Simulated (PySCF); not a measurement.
Reaction (SMILES): FCF + 2 [H][H] (H2) → C (CH4) + 2 F (HF)
B3LYP-D3(BJ)/def2-TZVP geometries, fixed; electronic energies without zero-point terms.
Largest species:
```
C
F 1 1.3618
F 1 1.3618 2 108.56
H 1 1.0913 2 108.69 3 -118.06
H 1 1.0913 4 113.42 3 -121.01
```

Basis-set convergence of the energy of full hydrogenation at PBE with PySCF. All functions are spherical. Density fitting with generated auxiliary sets. No added dispersion term, no relativity. Functions are those of the species that has most. Reference: the value in pcseg-3, -43.99 kcal/mol, itself unsure by roughly 1.48 kcal/mol (its mean distance from def2-QZVPP, cc-pVQZ). Deviations are taken from unrounded values.

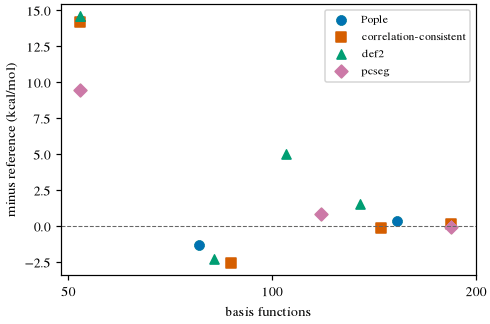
Fig. 1. Deviation from the reference against the number of basis functions, by family of sets.

```
basis              functions  energy of full hydrogenation (kcal/mol)  minus reference (kcal/mol)
-----------------  ---------  ---------------------------------------  --------------------------
cc-pVDZ                   52                                   -29.80                       14.19
def2-SVP                  52                                   -29.40                       14.60
pcseg-1                   52                                   -34.49                        9.50
6-311+G**                 78                                   -45.32                       -1.33
def2-SVPD                 82                                   -46.23                       -2.24
aug-cc-pVDZ               87                                   -46.53                       -2.53
def2-TZVP                105                                   -38.99                        5.00
pcseg-2                  118                                   -43.15                        0.84
def2-TZVPD               135                                   -42.41                        1.58
jun-cc-pV(T+d)Z          145                                   -44.11                       -0.12
6-311++G(3df,3pd)        153                                   -43.60                        0.39
aug-cc-pVTZ              184                                   -43.84                        0.15
aug-pcseg-2              184                                   -44.07                       -0.08
```
